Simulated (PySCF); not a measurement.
# UPBE0/aug-cc-pVTZ run of Si2 (disilicon)

What is the vertical electron affinity of Si2 (disilicon) at UPBE0/aug-cc-pVTZ? 

The calculation is run with PySCF 2.14.0.

4 further runs of the same task are left out: 4 set aside as unsound or not needed.

## 1. Starting point

The species is Si2 (2 atoms), meant as a triplet with charge 0. As SMILES, `[Si]=[Si]`. Geometry: relaxed at GFN2-xTB.

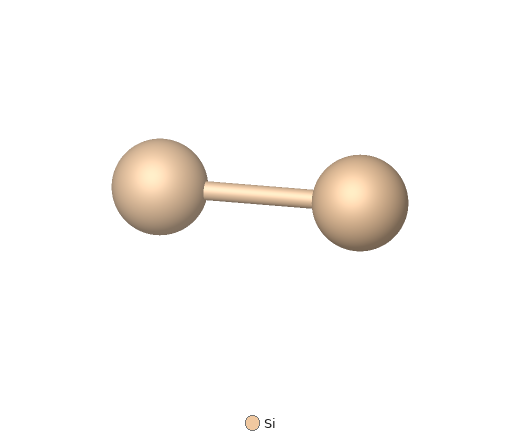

The structure, seen from a chosen angle (silicon light orange).

## 2. The energy at UPBE0/aug-cc-pVTZ

Contents of input.py:

```python
from pyscf import gto, dft

mol = gto.Mole()
mol.atom = [
    ('Si', (0.000000, 0.000000, 0.000000)),
    ('Si', (0.000000, 0.000000, 2.174210)),
]
mol.verbose = 3
mol.spin = 2
mol.basis = 'aug-cc-pvtz'
mol.charge = 0
mol.max_memory = 1860
mol.build()

mf = dft.UKS(mol, xc='pbe0')
mf.grids.level = 5
mf.conv_tol = 1e-10
mf.kernel()
if not mf.converged:
    mf = mf.newton().run(mf.mo_coeff, mf.mo_occ)

energy = mf.e_tot
print('Final energy', energy)
```

On the command line:

```sh
$ OMP_NUM_THREADS=1 python input.py
```

Standard output:

```text
WARN: HOMO -0.1895325894855 >= LUMO -0.194951301373674

converged SCF energy = -578.624935654449  <S^2> = 2.0079211  2S+1 = 3.0052761
Final energy -578.6249356544486
```

Run time: 11 s. Hardware: 1 thread of Arm Neoverse V2, shared host; peak memory 0.48 GiB.

## 3. The doublet anion

Contents of calc.py:

```python
from pyscf import gto, dft

system = gto.M(
    atom='''
Si     0.000000     0.000000     0.000000
Si     0.000000     0.000000     4.108661
''',
    verbose=3,
    spin=1,
    charge=-1,
    max_memory=1860,
    basis='aug-cc-pvtz',
    unit='bohr',
)

calc0 = dft.UKS(system, xc='pbe0')
calc0.conv_tol = 1e-10
calc0.grids.level = 5
calc0.kernel()
if not calc0.converged:
    calc0 = calc0.newton().run(calc0.mo_coeff, calc0.mo_occ)

etot = calc0.e_tot
print('E(%s) = %.9f' % ('PBE0', etot))
```

On the command line:

```sh
$ OMP_NUM_THREADS=1 python calc.py
```

Standard output:

```text
converged SCF energy = -578.700737941064  <S^2> = 0.76140382  2S+1 = 2.0113715
E(PBE0) = -578.700737941
```

Run time: 12 s. Hardware: 1 thread of Arm Neoverse V2, shared host; peak memory 0.48 GiB.

## 4. Summary of results

Level: UPBE0/aug-cc-pVTZ.

| quantity | value |
| --- | --- |
| triplet Si2: total energy | -578.62494 Eh |
| triplet Si2: dipole moment | 0.00 D |
| triplet Si2: HOMO energy (highest over α and β) | -5.79 eV |
| triplet Si2: LUMO energy (lowest over α and β) | -3.90 eV |
| triplet Si2: ⟨S²⟩ | 2.008 |
| doublet anion: total energy | -578.70074 Eh |
| doublet anion: HOMO energy (highest over α and β) | -0.42 eV |
| doublet anion: LUMO energy (lowest over α and β) | 1.29 eV |
| doublet anion: ⟨S²⟩ | 0.761 |
| vertical electron affinity (to the doublet anion) | 2.063 eV |

**Reading.** At fixed nuclei the extra electron is bound by 2.06 eV (199 kJ/mol).
